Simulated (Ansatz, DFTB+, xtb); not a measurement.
## How methods differ on [P2H3]− (SMILES [PH-]P)

[P2H3]− has 5 atoms, charge -1, and is taken as a singlet. SMILES: `[PH-]P`. Geometry: relaxed at GFN2-xTB. This is one conformer, not always the lowest.

Quantity: the vertical detachment energy (to the doublet neutral), in eV. The values are calculated.

```csv
level,kind,program,value (eV)
DFTB2,semi-empirical,DFTB+,1.44
DFTB2-D4,semi-empirical,DFTB+,1.46
DFTB3-D3(BJ),semi-empirical,DFTB+,1.67
GFN2-xTB,semi-empirical,xtb,6.78
HF/STO-3G,Hartree–Fock,Ansatz,-5.25
SVWN5/STO-3G,LDA,Ansatz,-4.07
BLYP/STO-3G,GGA,Ansatz,-4.17
PBE/STO-3G,GGA,Ansatz,-4.08
revPBE/STO-3G,GGA,Ansatz,-4.08
r2SCAN/STO-3G,meta-GGA,Ansatz,-4.10
```

Sets without diffuse functions describe the anion poorly. The values span -5.25 to 6.78 eV. The xTB values lack the empirical shift that such differences need. All rows use very small basis sets, so even the best lies far from the true value.

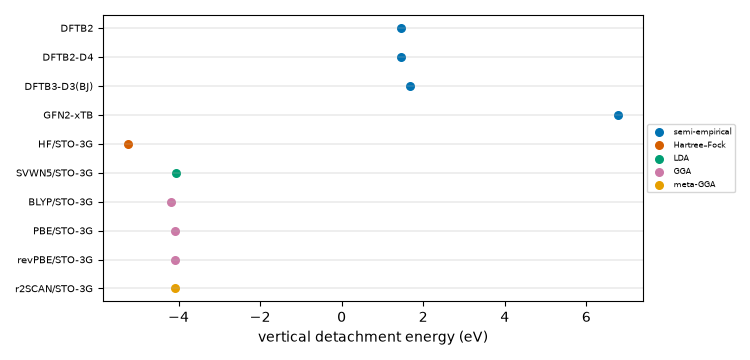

The values of the table, level by level.
